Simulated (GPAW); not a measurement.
Band structure of Si₂Ni (Fm-3m, 3 atoms in the cell).

```
CELL_PARAMETERS angstrom
      0.00000     2.68481     2.68481
      2.68481     0.00000     2.68481
      2.68481     2.68481     0.00000
ATOMIC_POSITIONS crystal
  Si 0.25000 0.25000 0.25000
  Si 0.75000 0.75000 0.75000
  Ni 0.00000 0.00000 0.00000
```

Method: PBE, GPAW PAW datasets PBE (gpaw-data 1.0.1) (plane waves; GPAW 25.7.0).

Settings: mode = pw; ecut = 850 eV; xc = PBE; kpts = 9 9 9; mesh shift (steps) = 0 0 0; occupations.name = methfessel-paxton; occupations.width = 0.272 eV; occupations.order = 0; nbands = -7; convergence.density = 1e-05 e/electron; convergence.energy = 1e-05 eV/electron; symmetry.symmorphic = false; symmetry.tolerance = 0.0005; maxiter = 150.

The starting cell comes from a database of computed structures (which also holds hypothetical and non-ambient phases and stackings), without a prior relaxation at this level. Its lattice was rescaled by a random factor within 2.5 % of one. Spin polarisation is off.

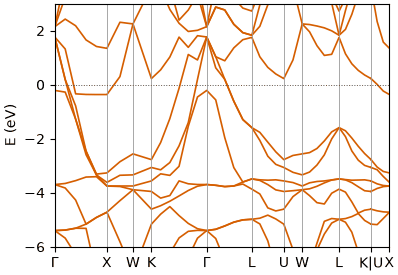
Figure: Bands along the path, energies from the Fermi level.

Levels in eV from the Fermi level, bands 9 to 16:
| point | 9 | 10 | 11 | 12 | 13 | 14 | 15 | 16 |
|---|---|---|---|---|---|---|---|---|
| Γ | -3.70 | -0.21 | 1.76 | 1.76 | 1.76 | 2.15 | 2.15 | 2.15 |
| X | -3.75 | -3.75 | -3.62 | -3.27 | -0.37 | 1.35 | 7.64 | 8.44 |
| W | -3.89 | -3.75 | -3.34 | -2.56 | 2.25 | 2.25 | 4.60 | 5.24 |
| K | -3.95 | -3.56 | -3.06 | -2.77 | 0.23 | 3.61 | 4.69 | 6.47 |
| L | -3.49 | -3.49 | -1.59 | -1.59 | 1.75 | 1.83 | 1.83 | 2.72 |
| U | -3.95 | -3.56 | -3.06 | -2.77 | 0.23 | 3.61 | 4.69 | 6.47 |

Bands cross the Fermi level along this path, so the cell is metallic at this level.
